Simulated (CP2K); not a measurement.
# B3LYP/6-31G(d) (spherical functions) run of SiNH5 (SMILES [SiH3]N)

Aim: the energy change on altering one bond length of SiNH5 at B3LYP/6-31G* (spherical functions), from 2 runs. 

The results are computed with CP2K 2026.2.

3 further runs of the same task are left out: 3 set aside as unsound or not needed.

### 1 Starting point

SiNH5: 7 atoms, total charge 0, spin state singlet. SMILES: `[SiH3]N`. The shape is that of a PBE0-D4/def2-TZVP optimisation.

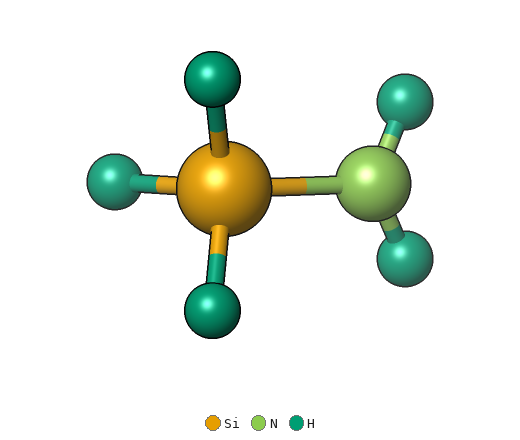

Viewed from a chosen angle; silicon amber, nitrogen green, hydrogen teal.

### 2 The energy at B3LYP/6-31G(d) (spherical functions)

run.inp

```
&GLOBAL
    PROJECT_NAME run
    RUN_TYPE ENERGY
    PRINT_LEVEL MEDIUM
&END GLOBAL
&FORCE_EVAL
    METHOD QUICKSTEP
    &DFT
        BASIS_SET_FILE_NAME ./6_31gs.basis
        POTENTIAL_FILE_NAME POTENTIAL
        &QS
            METHOD GAPW
            EPS_DEFAULT 1.0E-10
        &END QS
        &MGRID
            CUTOFF 280
            REL_CUTOFF 50
            NGRIDS 4
        &END MGRID
        &POISSON
            PERIODIC NONE
            POISSON_SOLVER MULTIPOLE
        &END POISSON
        &SCF
            SCF_GUESS ATOMIC
            EPS_SCF 1.0E-06
            MAX_SCF 30
            &OT
                MINIMIZER DIIS
                PRECONDITIONER FULL_ALL
            &END OT
            &OUTER_SCF
                EPS_SCF 1.0E-06
                MAX_SCF 8
            &END OUTER_SCF
        &END SCF
        &XC
            &XC_FUNCTIONAL
                &HYB_GGA_XC_B3LYP
                &END HYB_GGA_XC_B3LYP
            &END XC_FUNCTIONAL
            &HF
                FRACTION 0.2
                &SCREENING
                    EPS_SCHWARZ 1.0E-10
                &END SCREENING
                &MEMORY
                    MAX_MEMORY 1050
                &END MEMORY
            &END HF
        &END XC
        &PRINT
            &MOMENTS
                PERIODIC F
                REFERENCE COM
                MAX_MOMENT 1
            &END MOMENTS
            &MO_CUBES
                NLUMO 5
                NHOMO -1
                WRITE_CUBE F
            &END MO_CUBES
            &LOWDIN ON
            &END LOWDIN
            &HIRSHFELD OFF
            &END HIRSHFELD
        &END PRINT
    &END DFT
    &SUBSYS
        &CELL
            ABC 10.4 9.9 10
            PERIODIC NONE
        &END CELL
        &COORD
            Si    -0.413010    -0.292700    -0.422350
            N      0.611760     0.348670     0.801280
            H     -0.018320    -1.706330    -0.653330
            H     -1.813170    -0.217090     0.068940
            H     -0.367930     0.402730    -1.743970
            H      0.391580     1.238230     1.219480
            H      1.609100     0.226510     0.729930
        &END COORD
        &TOPOLOGY
            &CENTER_COORDINATES
            &END CENTER_COORDINATES
        &END TOPOLOGY
        &KIND Si
            BASIS_SET 6-31Gs
            POTENTIAL ALL
            LEBEDEV_GRID 194
            RADIAL_GRID 100
        &END KIND
        &KIND N
            BASIS_SET 6-31Gs
            POTENTIAL ALL
            LEBEDEV_GRID 194
            RADIAL_GRID 100
        &END KIND
        &KIND H
            BASIS_SET 6-31Gs
            POTENTIAL ALL
            LEBEDEV_GRID 194
            RADIAL_GRID 100
        &END KIND
    &END SUBSYS
&END FORCE_EVAL
```

Launch:

```sh
$ OMP_NUM_THREADS=1 cp2k.psmp run.inp > run.out
```

Output:

```text
CP2K| version string:                                       CP2K version 2026.2
[...]
 GLOBAL| Method name                                                        CP2K
[...]
 GLOBAL| Run type                                                         ENERGY
[...]
 DFT| Spin restricted Kohn-Sham (RKS) calculation                            RKS
 DFT| Multiplicity                                                             1
[...]
 DFT| Charge                                                                   0
[...]
 FUNCTIONAL| HYB_GGA_XC_B3LYP:
[...]
 QS| Method:                                                                GAPW
[...]
 QS| Density cutoff [a.u.]:                                                140.0
[...]
 QS| Relative density cutoff [a.u.]:                                        25.0
[...]
                             - Atoms:                                          7
[...]
                             - Spherical basis functions:                     42
[...]
 Number of electrons:                                                         26
[...]
     1 OT DIIS     0.15E+00    3.8     0.45172051      -332.7834818664 -3.33E+02
[...]
     5 OT DIIS     0.15E+00    3.0     0.00000096      -347.2585917686 -1.15E-09
  *** SCF run converged in     5 steps ***
[...]
  Overlap energy of the core charge distribution:               0.00000056177125
  Self energy of the core charge distribution:               -180.51235378225911
  Core Hamiltonian energy:                                   -166.53831989086373
  Hartree energy:                                              53.31729649077653
  Exchange-correlation energy:                                 -8.24792442638460
  Hartree-Fock Exchange energy:                                -5.75554210970974
[...]
                     Mulliken Population Analysis
 #  Atom  Element  Kind  Atomic population                           Net charge
       1     Si       1         13.519784                              0.480216
       2     N        2          7.862782                             -0.862782
       3     H        3          1.083897                             -0.083897
       4     H        3          1.084236                             -0.084236
       5     H        3          1.104733                             -0.104733
       6     H        3          0.672313                              0.327687
       7     H        3          0.672255                              0.327745
 # Total charge                             26.000000                  0.000000
[...]
  Dipole moment [Debye]
    X=  0.9646395E+00 Y=  0.1029681E+01 Z=  0.2632879E+00  Total=      1.4353026
[...]
 HOMO - LUMO gap [eV] :    7.549040
 ENERGY| Total FORCE_EVAL ( QS ) energy [hartree]           -347.258591768616668
[...]
```

It took 91 s on 1 thread of Intel Xeon at 2.70GHz, shared host; peak memory 0.63 GiB.

### 3 The distorted shape, same level

job.inp

```
&GLOBAL
  PROJECT job
  RUN_TYPE ENERGY
  PRINT_LEVEL MEDIUM
&END GLOBAL

&FORCE_EVAL
  METHOD Quickstep
  &DFT
    BASIS_SET_FILE_NAME ./6_31gs.basis
    POTENTIAL_FILE_NAME POTENTIAL
    CHARGE 0
    MULTIPLICITY 1
    &QS
      METHOD GAPW
      EPS_DEFAULT 1.0E-10
    &END QS
    &MGRID
      CUTOFF 280
      REL_CUTOFF 50
      NGRIDS 4
    &END MGRID
    # isolated system
    &POISSON
      PERIODIC NONE
      POISSON_SOLVER MULTIPOLE
    &END POISSON
    # self-consistent field
    &SCF
      SCF_GUESS ATOMIC
      EPS_SCF 1.0E-07
      MAX_SCF 100
      ADDED_MOS 3
      &DIAGONALIZATION
        ALGORITHM STANDARD
      &END DIAGONALIZATION
      &MIXING
        METHOD DIRECT_P_MIXING
        ALPHA 0.4
      &END MIXING
    &END SCF
    &XC
      &XC_FUNCTIONAL
        &HYB_GGA_XC_B3LYP
        &END HYB_GGA_XC_B3LYP
      &END XC_FUNCTIONAL
      # exact exchange
      &HF
        FRACTION 0.2
        &SCREENING
          EPS_SCHWARZ 1.0E-10
          SCREEN_ON_INITIAL_P F
        &END SCREENING
        &INTERACTION_POTENTIAL
          POTENTIAL_TYPE COULOMB
        &END INTERACTION_POTENTIAL
        &MEMORY
          MAX_MEMORY 1050
        &END MEMORY
      &END HF
    &END XC
    &PRINT
      &MOMENTS
        PERIODIC F
        REFERENCE COM
        MAX_MOMENT 1
      &END MOMENTS
      &MO ON
        ENERGIES T
        OCCUPATION_NUMBERS T
        NDIGITS 6
        &EACH
          QS_SCF 0
        &END EACH
        ADD_LAST NUMERIC
      &END MO
      &LOWDIN ON
      &END LOWDIN
      &HIRSHFELD OFF
      &END HIRSHFELD
    &END PRINT
  &END DFT
  &SUBSYS
    # box in angstrom
    &CELL
      ABC [angstrom] 10.4 10.7 10.3
      PERIODIC NONE
    &END CELL
    &COORD
      Si     4.889025     4.935513     4.822609
      N      5.913795     5.576883     6.046239
      H      5.283715     3.521883     4.591629
      H      3.488865     5.011123     5.313899
      H      4.934105     5.630943     3.500989
      H      5.517465     7.178117     6.799011
      H      6.911135     5.454723     5.974889
    &END COORD
    &KIND Si
      BASIS_SET 6-31Gs
      POTENTIAL ALL
      LEBEDEV_GRID 194
      RADIAL_GRID 100
    &END KIND
    &KIND N
      BASIS_SET 6-31Gs
      POTENTIAL ALL
      LEBEDEV_GRID 194
      RADIAL_GRID 100
    &END KIND
    &KIND H
      BASIS_SET 6-31Gs
      POTENTIAL ALL
      LEBEDEV_GRID 194
      RADIAL_GRID 100
    &END KIND
  &END SUBSYS
&END FORCE_EVAL
```

Launch:

```sh
$ OMP_NUM_THREADS=1 cp2k.psmp job.inp > job.out
```

Output:

```text
CP2K| version string:                                       CP2K version 2026.2
[...]
 GLOBAL| Method name                                                        CP2K
[...]
 GLOBAL| Run type                                                         ENERGY
[...]
 DFT| Spin restricted Kohn-Sham (RKS) calculation                            RKS
 DFT| Multiplicity                                                             1
[...]
 DFT| Charge                                                                   0
[...]
 FUNCTIONAL| HYB_GGA_XC_B3LYP:
[...]
 QS| Method:                                                                GAPW
[...]
 QS| Density cutoff [a.u.]:                                                140.0
[...]
 QS| Relative density cutoff [a.u.]:                                        25.0
[...]
                             - Atoms:                                          7
[...]
                             - Spherical basis functions:                     42
[...]
 Number of electrons:                                                         26
[...]
     1 P_Mix/Diag. 0.40E+00    6.1     0.48378796      -347.1475980295 -3.47E+02
[...]
    19 DIIS/Diag.  0.24E-07    4.4     0.00000001      -347.1197395722  1.14E-13
  *** SCF run converged in    19 steps ***
[...]
  Overlap energy of the core charge distribution:               0.00000033503871
  Self energy of the core charge distribution:               -180.51235378225911
  Core Hamiltonian energy:                                   -166.95845459244168
  Hartree energy:                                              53.73028601596903
  Exchange-correlation energy:                                 -8.11168498879293
  Hartree-Fock Exchange energy:                                -5.71101806342445
[...]
                     Mulliken Population Analysis
 #  Atom  Element  Kind  Atomic population                           Net charge
       1     Si       1         13.523480                              0.476520
       2     N        2          7.682232                             -0.682232
       3     H        3          1.077025                             -0.077025
       4     H        3          1.081477                             -0.081477
       5     H        3          1.103814                             -0.103814
       6     H        3          0.863164                              0.136836
       7     H        3          0.668808                              0.331192
 # Total charge                             26.000000                 -0.000000
[...]
  Dipole moment [Debye]
    X=  0.9401708E+00 Y=  0.7741088E+00 Z=  0.4615866E-01  Total=      1.2187273
 ENERGY| Total FORCE_EVAL ( QS ) energy [hartree]           -347.119739572176684
[...]
```

Wall time 62 s (1 thread of Intel Xeon at 2.70GHz, shared host); peak memory 0.67 GiB.

### 4 What came out

Level: B3LYP/6-31G* (spherical functions).

| quantity | value |
| --- | --- |
| first shape: total energy | -347.25859 Eh |
| first shape: dipole moment | 1.44 D |
| first shape: HOMO energy | -6.83 eV |
| first shape: LUMO energy | 0.72 eV |
| first shape: HOMO–LUMO gap | 7.55 eV |
| distorted shape: total energy | -347.11974 Eh |
| distorted shape: dipole moment | 1.22 D |
| distorted shape: HOMO energy | -6.76 eV |
| distorted shape: LUMO energy | -3.09 eV |
| distorted shape: HOMO–LUMO gap | 3.66 eV |
| energy change with the N2–H6 bond stretched from 1.007 to 1.813 Å | 3.778 eV |

In words: One bond (distorted shape) is far stretched, which a spin-restricted single reference describes badly; a broken-symmetry solution may lie lower. With the N2–H6 bond stretched from 1.007 to 1.813 Å the energy rises by 3.78 eV (365 kJ/mol). The first shape isn't relaxed at this level, so the change isn't measured from a minimum. A restricted reference can't describe the breaking bond well at this length.
